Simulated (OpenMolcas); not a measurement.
# A workflow on C2H5NSi (SMILES C[SiH2]C#N)

We compute the energy (HF/ANO-RCC-MB), then a single-point energy (CASSCF(2,2)/ANO-RCC-VDZP), then an energy scan (CASPT2(2,2)/ANO-RCC-VDZP), then an energy scan (SC-NEVPT2(2,2)/ANO-RCC-VDZP), then the energy along one coordinate (MC-PDFT[tPBE](2,2)/ANO-RCC-VDZP) of C2H5NSi. 

Program for the calculation: OpenMolcas 26.06.

## 1. The structure to begin with

C2H5NSi: 9 atoms, total charge 0, spin state singlet. As SMILES, `C[SiH2]C#N`. Geometry: relaxed at PBE0-D4/def2-TZVP.

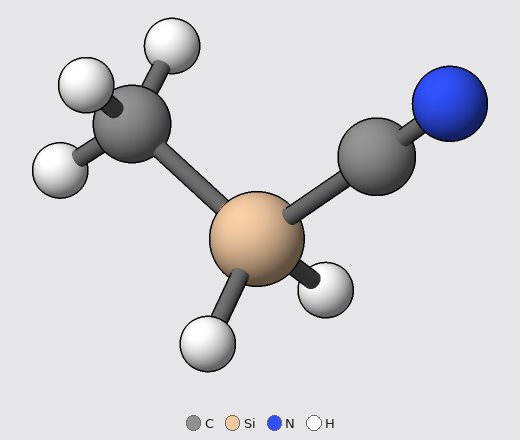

The structure, seen from a chosen angle (carbon grey, silicon light orange, nitrogen blue, hydrogen white).

## 2. The energy at HF/ANO-RCC-MB (DKH2) (run 1)

Contents of input.xyz:

```xyz
9

C     -0.672000     0.931100    -0.497500
Si    -0.146800    -0.554600     0.488300
C      1.638300    -0.910100     0.129800
N      2.747300    -1.112400    -0.107600
H     -0.554100     0.746100    -1.566800
H     -0.072800     1.803400    -0.229800
H     -1.721900     1.160400    -0.300900
H     -0.893300    -1.779400     0.117000
H     -0.236400    -0.330800     1.950300
```

Contents of step1.input:

```
&GATEWAY
COORD=input.xyz
BASIS=ANO-RCC-MB
GROUP=NoSym
&SEWARD
&SCF
PRORBITALS=0
&LOCALISATION
OCCUPIED
FREEZE
PIPEK-MEZEY
&LOCALISATION
FILEORB=$Project.LocOrb
VIRTUAL
PIPEK-MEZEY
```

On the command line:

```sh
export MOLCAS_MEM=1860
pymolcas step1.input > step1.log
```

The log of the run:

```text
--- Start Module: gateway ---
[...]
--- Stop Module: gateway /rc=_RC_ALL_IS_WELL_ ---
[...]
      Basis functions           29
[...]
       Convergence after  11 Iterations
[...]
::    Total SCF energy                               -422.4657890968
[...]
      Total spin, S                                     0.0000000000
[...]
      Total electronic charge=   38.000000
      Total            charge=   -0.000000
[...]
      Dipole Moment (debye):
      Origin of the operator (angstrom)=    0.5978   -0.4116    0.1086
                   X= -3.3272E+00               Y=  1.1909E+00               Z=  2.5068E-01           Total=  3.5427E+00
      Quadrupole Moment (debye*angstrom):
[...]
--- Start Module: localisation ---
[...]
--- Stop Module: localisation /rc=_RC_ALL_IS_WELL_ ---
--- Start Module: localisation ---
[...]
--- Stop Module: localisation /rc=_RC_ALL_IS_WELL_ ---
[...]
```

Wall time 2 s (1 thread of Intel Xeon 6975P-C (Granite Rapids), shared host); peak memory 0.38 GiB.

## 3. A single-point energy at CASSCF(2,2)/ANO-RCC-VDZP (DKH2, RICD fitting) (run 2)

input.xyz is that of step 2.

Contents of step2.input:

```
&gateway
 coord=input.xyz
 basis=ANO-RCC-MB
 group=NoSym

&seward

&rasscf
 fileorb=$CurrDir/step1.LocOrb
 alter=2
 1 13 19
 1 20 28
 spin=1
 nactel=2 0 0
 inactive=18
 ras2=2
 orblisting=Nothing
>>> COPY $Project.RunFile RUNFIL1
>>> COPY $Project.RasOrb INPORB

&gateway
 coord=input.xyz
 basis=ANO-RCC-VDZP
 group=NoSym
 ricd

&seward
>>> COPY $Project.RunFile RUNFIL2

&expbas

&rasscf
 fileorb=$Project.ExpOrb
 spin=1
 nactel=2 0 0
 inactive=18
 ras2=2
 orblisting=Nothing
 orbappear=Compact
```

On the command line:

```sh
export MOLCAS_MEM=1860
pymolcas step2.input > step2.log
```

The log of the run:

```text
--- Start Module: gateway ---
[...]
--- Stop Module: gateway /rc=_RC_ALL_IS_WELL_ ---
[...]
      Basis functions           29
[...]
      Number of active orbitals                  2
[...]
      Spin quantum number                      0.0
[...]
      Active orbitals                            2
[...]
      Number of CSFs                             3
[...]
      Number of root(s) required                 1
[...]
      Convergence after 10 iterations
[...]
      printout of CI-coefficients larger than  0.05 for root  1
      energy=    -422.479995
      conf/sym  11     Coeff  Weight
             1  20   0.99555 0.99112
             3  02  -0.09424 0.00888
      Natural orbitals and occupation numbers for root  1
      sym 1:   1.982237   0.017763
      ************************************************************************************************************************
      *                                                    Final results                                                     *
[...]
::    RASSCF root number  1 Total energy:   -422.47999489
[...]
      Basis functions           85
[...]
--- Start Module: expbas ---
[...]
--- Stop Module: expbas /rc=_RC_ALL_IS_WELL_ ---
--- Start Module: rasscf ---
[...]
      Convergence after 12 iterations
[...]
      Natural orbitals and occupation numbers for root  1
      sym 1:   1.983137   0.016863
      ************************************************************************************************************************
      *                                                    Final results                                                     *
[...]
::    RASSCF root number  1 Total energy:   -422.77432848
[...]
      Total electronic charge=   38.000000
      Total            charge=   -0.000000
[...]
      Dipole Moment (debye):
      Origin of the operator (angstrom)=    0.5978   -0.4116    0.1086
                   X= -3.8781E+00               Y=  1.4116E+00               Z=  2.9867E-01           Total=  4.1378E+00
      Quadrupole Moment (debye*angstrom):
[...]
--- Stop Module: rasscf /rc=_RC_ALL_IS_WELL_ ---
[...]
```

Run time: 5.7 s. Hardware: 1 thread of Intel Xeon 6975P-C (Granite Rapids), shared host; peak memory 0.38 GiB.

## 4. The energy along one coordinate at CASPT2(2,2)/ANO-RCC-VDZP (DKH2, RICD fitting, ipea shift 0.25 Eh, pt2 variant SS) (run 3)

Contents of step3.input:

```
>>> EXPORT MOLCAS_PRINT=2
>>> COPY $CurrDir/step2.RasOrb $Project.RasOrb
>>> ForEach K in (1, 2, 3, 4, 5, 6, 7, 8, 9)
&GATEWAY
COORD=$CurrDir/point$K.xyz
BASIS=ANO-RCC-VDZP
GROUP=NoSym
RICD
&SEWARD
&RASSCF
FILEORB=$Project.RasOrb
SPIN=1
NACTEL=2 0 0
INACTIVE=18
RAS2=2
ORBLISTING=Nothing
ORBAPPEAR=Compact
&CASPT2
IMAGINARY=0.2
FROZEN=8
>>> EndDo
```

On the command line:

```sh
export MOLCAS_MEM=1860
pymolcas step3.input > step3.log
```

The log of the run, cut to the lines that bear on the results:

```text
[...]
      Basis functions           85
[...]
      Number of active orbitals                  2
[...]
      Spin quantum number                      0.0
[...]
      Active orbitals                            2
[...]
      Number of CSFs                             3
[...]
      Number of root(s) required                 1
[...]
      Convergence after 11 iterations
[...]
      Natural orbitals and occupation numbers for root  1
      sym 1:   1.988304   0.011696
      ************************************************************************************************************************
      *                                                    Final results                                                     *
[...]
::    RASSCF root number  1 Total energy:   -422.76306405
[...]
      E2 (Variational):          -0.5251802340
[...]
::    CASPT2 Root  1     Total energy:   -423.28824429
[...]
      Convergence after 10 iterations
[...]
      Natural orbitals and occupation numbers for root  1
      sym 1:   1.983113   0.016887
      ************************************************************************************************************************
      *                                                    Final results                                                     *
[...]
      Convergence after 11 iterations
[...]
      Natural orbitals and occupation numbers for root  1
      sym 1:   1.851755   0.148245
      ************************************************************************************************************************
      *                                                    Final results                                                     *
[...]
      Convergence after 10 iterations
[...]
      Natural orbitals and occupation numbers for root  1
      sym 1:   1.710492   0.289508
      ************************************************************************************************************************
      *                                                    Final results                                                     *
[...]
      Convergence after 11 iterations
[...]
::    RASSCF root number  1 Total energy:   -422.62199660
[...]
::    CASPT2 Root  1     Total energy:   -423.13319187
[...]
      Convergence after 10 iterations
[...]
::    RASSCF root number  1 Total energy:   -422.61227797
[...]
      E2 (Variational):          -0.5090189391
[...]
::    CASPT2 Root  1     Total energy:   -423.12129691
[...]
```

Run time: 37 s. Hardware: 1 thread of Intel Xeon 6975P-C (Granite Rapids), shared host; peak memory 0.082 GiB.

The scan, from its lowest point:

```
H5–C1 (Å)  energy (kJ/mol)
    0.982             27.4
    1.092              0.0
    1.201             13.7
    1.364             69.6
    1.583            164.7
    1.856            273.4
    2.183            367.4
    2.620            434.5
    3.275            465.7
```

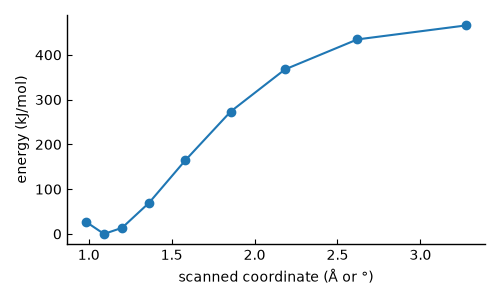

Energy along the scan.

## 5. An energy scan at SC-NEVPT2(2,2)/ANO-RCC-VDZP (DKH2, RICD fitting, pt2 variant SC-NEVPT2) (run 4)

Contents of step4.input:

```
>>> COPY $CurrDir/step2.RasOrb $Project.RasOrb
>>> ForEach K in (1, 2, 3, 4, 5, 6, 7, 8, 9)

&GATEWAY
  Coord=$CurrDir/point$K.xyz
  Basis=ANO-RCC-VDZP
  Group=NoSym
  RICD

&SEWARD

&RASSCF
  FileOrb=$Project.RasOrb
  Spin=1
  Nactel=2 0 0
  Inactive=18
  Ras2=2
  OrbListing=Nothing
  OrbAppear=Compact

&CASPT2
  SC-NEVPT2
  Frozen=8
>>> EndDo
```

On the command line:

```sh
export MOLCAS_MEM=1860
pymolcas step4.input > step4.log
```

The log of the run, cut to the lines that bear on the results:

```text
[...]
      Basis functions           85
[...]
      Number of active orbitals                  2
[...]
      Spin quantum number                      0.0
[...]
      Active orbitals                            2
[...]
      Number of CSFs                             3
[...]
      Number of root(s) required                 1
[...]
      Convergence after 11 iterations
[...]
      Natural orbitals and occupation numbers for root  1
      sym 1:   1.988304   0.011696
      ************************************************************************************************************************
      *                                                    Final results                                                     *
[...]
::    RASSCF root number  1 Total energy:   -422.76306405
[...]
      E2 (Variational):          -0.5221129975
[...]
::    SC-NEVPT2 Root  1     Total energy:   -423.28514081
[...]
      Convergence after 10 iterations
[...]
      Natural orbitals and occupation numbers for root  1
      sym 1:   1.983113   0.016887
      ************************************************************************************************************************
      *                                                    Final results                                                     *
[...]
      Convergence after 11 iterations
[...]
      Natural orbitals and occupation numbers for root  1
      sym 1:   1.851755   0.148245
      ************************************************************************************************************************
      *                                                    Final results                                                     *
[...]
      Convergence after 10 iterations
[...]
      Natural orbitals and occupation numbers for root  1
      sym 1:   1.710492   0.289508
      ************************************************************************************************************************
      *                                                    Final results                                                     *
[...]
      Convergence after 11 iterations
[...]
::    RASSCF root number  1 Total energy:   -422.62199660
[...]
::    SC-NEVPT2 Root  1     Total energy:   -423.13062450
[...]
      Convergence after 10 iterations
[...]
::    RASSCF root number  1 Total energy:   -422.61227797
[...]
      E2 (Variational):          -0.5067435389
[...]
::    SC-NEVPT2 Root  1     Total energy:   -423.11902151
[...]
```

Run time: 36 s. Hardware: 1 thread of Intel Xeon 6975P-C (Granite Rapids), shared host; peak memory 0.082 GiB.

The scan, from its lowest point:

```
H5–C1 (Å)  energy (kJ/mol)
    0.982             28.6
    1.092              0.0
    1.201             12.6
    1.364             67.3
    1.583            161.8
    1.856            271.2
    2.183            366.6
    2.620            434.3
    3.275            464.7
```

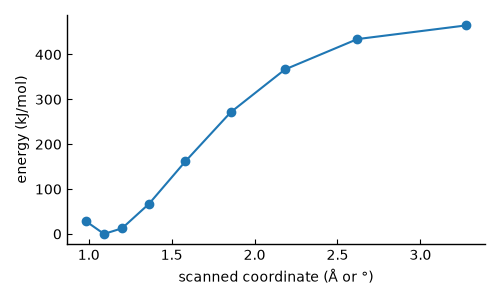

Energy along the scan.

## 6. An energy scan at MC-PDFT[tPBE](2,2)/ANO-RCC-VDZP (DKH2, RICD fitting) (run 5)

Contents of step5.input:

```
>>> COPY $CurrDir/step2.RasOrb $Project.RasOrb
>>> ForEach K in (1, 2, 3, 4, 5, 6, 7, 8, 9)

&GATEWAY
 Coord=$CurrDir/point$K.xyz
 Basis=ANO-RCC-VDZP
 Group=NoSym
 RICD

&SEWARD

&RASSCF
 FileOrb=$Project.RasOrb
 Spin=1
 Nactel=2 0 0
 Inactive=18
 Ras2=2
 OrbListing=Nothing
 OrbAppear=Compact

&MCPDFT
 KSDFT=T:PBE
>>> EndDo
```

On the command line:

```sh
export MOLCAS_MEM=1860
pymolcas step5.input > step5.log
```

The log of the run, cut to the lines that bear on the results:

```text
--- Start Module: gateway ---
[...]
      Basis functions           85
[...]
      Number of active orbitals                  2
[...]
      Spin quantum number                      0.0
[...]
      Active orbitals                            2
[...]
      Number of CSFs                             3
[...]
      Number of root(s) required                 1
[...]
      Convergence after 11 iterations
[...]
      Natural orbitals and occupation numbers for root  1
      sym 1:   1.988304   0.011696
      ************************************************************************************************************************
      *                                                    Final results                                                     *
[...]
::    RASSCF root number  1 Total energy:   -422.76306405
[...]
::    MCPDFT root number  1 Total energy:   -423.81767040
[...]
      Convergence after 10 iterations
[...]
      Natural orbitals and occupation numbers for root  1
      sym 1:   1.983113   0.016887
      ************************************************************************************************************************
      *                                                    Final results                                                     *
[...]
      Convergence after 11 iterations
[...]
      Natural orbitals and occupation numbers for root  1
      sym 1:   1.851755   0.148245
      ************************************************************************************************************************
      *                                                    Final results                                                     *
[...]
      Convergence after 10 iterations
[...]
      Natural orbitals and occupation numbers for root  1
      sym 1:   1.710492   0.289508
      ************************************************************************************************************************
      *                                                    Final results                                                     *
[...]
      Convergence after 11 iterations
[...]
::    RASSCF root number  1 Total energy:   -422.62199660
[...]
::    MCPDFT root number  1 Total energy:   -423.65325085
[...]
      Convergence after 10 iterations
[...]
::    RASSCF root number  1 Total energy:   -422.61227797
[...]
      Total electronic charge=   38.000000
      Total            charge=   -0.000000
[...]
::    MCPDFT root number  1 Total energy:   -423.64058735
[...]
```

Wall time 41 s (1 thread of Intel Xeon 6975P-C (Granite Rapids), shared host); peak memory 0.082 GiB.

The scan, from its lowest point:

```
H5–C1 (Å)  energy (kJ/mol)
    0.982             27.2
    1.092              0.0
    1.201             13.5
    1.364             69.4
    1.583            165.7
    1.856            279.4
    2.183            382.5
    2.620            458.9
    3.275            492.1
```

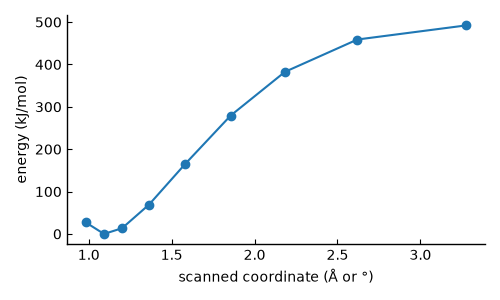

Energy along the scan.

## 7. Outcome

| quantity | value |
| --- | --- |
| run 1, HF/ANO-RCC-MB: total energy | -422.46579 Eh |
| run 1, HF/ANO-RCC-MB: dipole moment | 3.54 D |
| run 1, HF/ANO-RCC-MB: HOMO energy | -13.59 eV |
| run 1, HF/ANO-RCC-MB: LUMO energy | 5.20 eV |
| run 1, HF/ANO-RCC-MB: HOMO–LUMO gap | 18.79 eV |
| run 2, CASSCF(2,2)/ANO-RCC-VDZP: total energy | -422.77433 Eh |
| run 2, CASSCF(2,2)/ANO-RCC-VDZP: dipole moment (CASSCF density) | 4.14 D |
| run 3, CASPT2(2,2)/ANO-RCC-VDZP: lowest energy of the scan | -423.29867 Eh |
| run 4, SC-NEVPT2(2,2)/ANO-RCC-VDZP: lowest energy of the scan | -423.29603 Eh |
| run 5, MC-PDFT[tPBE](2,2)/ANO-RCC-VDZP: lowest energy of the scan | -423.82803 Eh |
